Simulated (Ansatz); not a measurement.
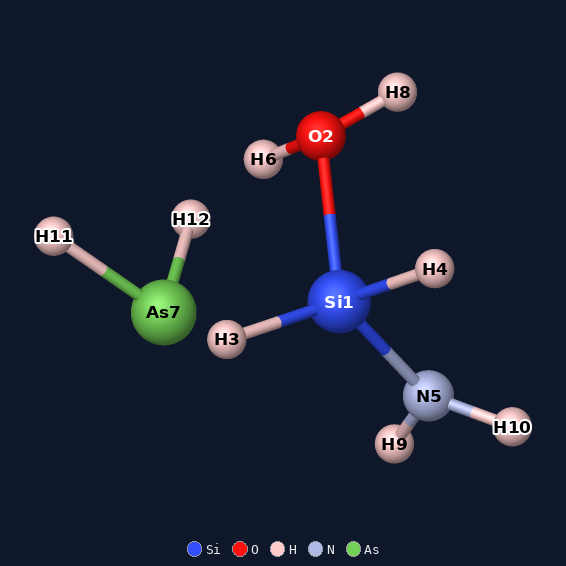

Sticks follow a distance rule. Harmonic vibrations computed with RKS PBE0-D4/def2-TZVP (Ansatz 0.2.0) at a stationary point of the same level.

Q: Minimum or transition state?

A: A first-order saddle point: one imaginary frequency, 390i cm⁻¹.

Q: How many vibrational modes are there, and where do they lie?

A: 30 modes: 390i, 125, 149, 174, 229, 301, 346, 372, 417, 495, 508, 639, 675, 727, 790, 892, 927, 979, 985, 1036, 1330, 1562, 2141, 2169, 2209, 2243, 2314, 3598, 3710, 3754 cm⁻¹.
